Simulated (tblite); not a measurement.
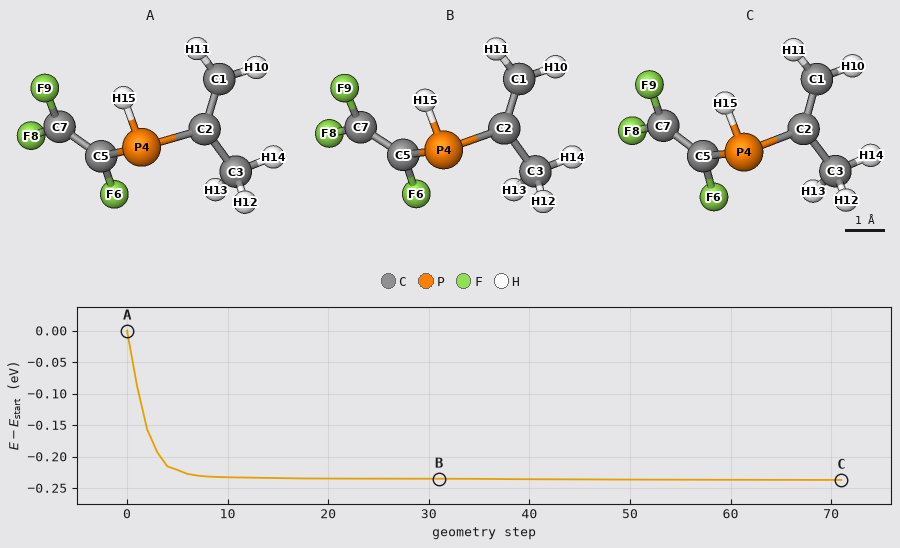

Frames of a relaxation of C5H6F3P, marked on the history of the run. A ball-and-stick model, seen at a tilt.

Theory: tblite 0.8.0, GFN2-xTB geometry optimisation, gas phase. 

Question: What happens along the run?

Answer: The energy falls by 0.237 eV in 71 geometry steps. F9 moves most after the best rigid fit: 0.21 Å. Largest moves by element: F 0.21 Å, P 0.15 Å, H 0.14 Å, C 0.10 Å. Near-neighbour distances that change, for instance: C7–F9 1.359 → 1.329 Å, C7–F8 1.351 → 1.325 Å, C2–P4 1.865 → 1.844 Å, P4–H15 1.412 → 1.395 Å. Among the angles between lasting bonds that change: F8–C7–F9 119.1° → 110.6°, C5–C7–F8 120.1° → 126.6°, C5–P4–H15 98.9° → 93.3°. Cost: 0.37 s on 1 thread of Arm Neoverse V2 (shared host). From step 0 to 31: F and H atoms move most (0.10 Å), energy −0.235 eV. From step 31 to 71: F9 moves most (0.16 Å), energy −0.002 eV.
